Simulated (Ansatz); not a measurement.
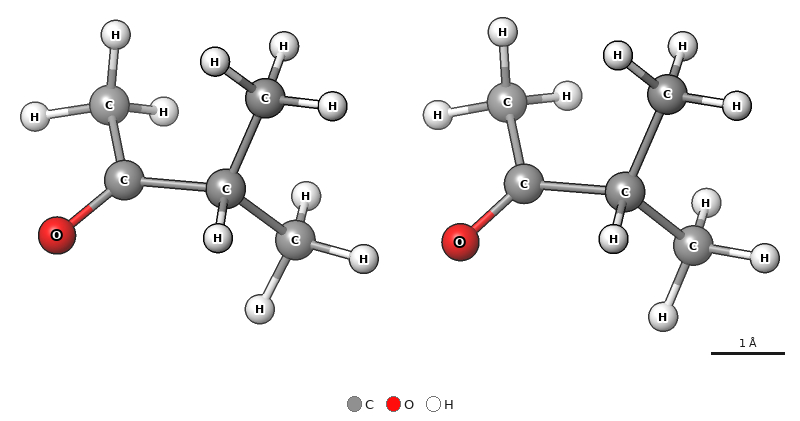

Two geometries of C$_{5}$H$_{10}$O (coarse preliminary run), drawn at one scale. One is the start of a relaxation, the other its converged end. The picture is a ball-and-stick view, seen at a tilt.

Level of theory: RKS PBE-D4/def2-SVP (Ansatz). (force threshold 0.03 eV/Å; at most 200 steps)

### Which geometry has the lower energy?

The right one is the relaxed one. The start comes from a force field. The energy falls by 0.407 eV in 8 accepted moves (9 points after the start). Largest force component: 2.9 eV/Å at the start, 0.0099 eV/Å at the end. The line search rejected the trial step at point 3 of the run. An H atom moves most after the best rigid fit: 0.24 Å. By element the largest moves are H 0.24 Å, O 0.13 Å, C 0.09 Å. Among the contacts that change: C–C 1.438 → 1.534 Å, C–H 1.043 → 1.110 Å, C–C 1.481 → 1.520 Å, C–H 1.072 → 1.111 Å. Bond angles that change, for instance: H–C–H 111.5° → 107.4°, C–C–H 115.8° → 111.9°, H–C–H 106.9° → 110.3°.
